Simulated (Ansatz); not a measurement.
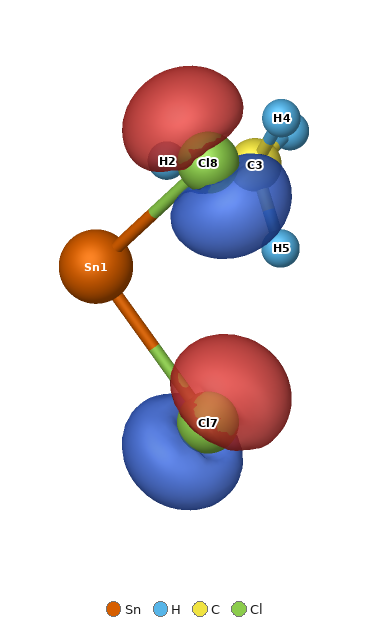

Figure 1: Cl$_{2}$Sn···CH$_{4}$. The HOMO−1 at ±0.2 Å⁻³ᐟ² (red and blue are the two phases), seen at an oblique angle.

Core potentials replace the inner electrons of Sn.

These are results of RKS B3LYP-D4/def2-SVP in Ansatz, not measurements.

```xyz
8

Sn   -1.0939   -0.0326    0.4324
H     1.5597    0.0756    1.6953
C     2.2331    0.0455    0.8177
H     2.1148   -0.9099    0.2887
H     2.0035    0.8774    0.1379
H     3.2663    0.1429    1.1811
Cl   -0.6745    1.7385   -1.1532
Cl   -0.6043   -1.9374   -0.9653
```

Q: Describe this orbital and give its energy.

A: It lies mainly on Cl7 (about 50 %) and Cl8 (about 45 %); largely a combination of lone pairs on Cl7 and Cl8. Its energy is −8.02 eV.
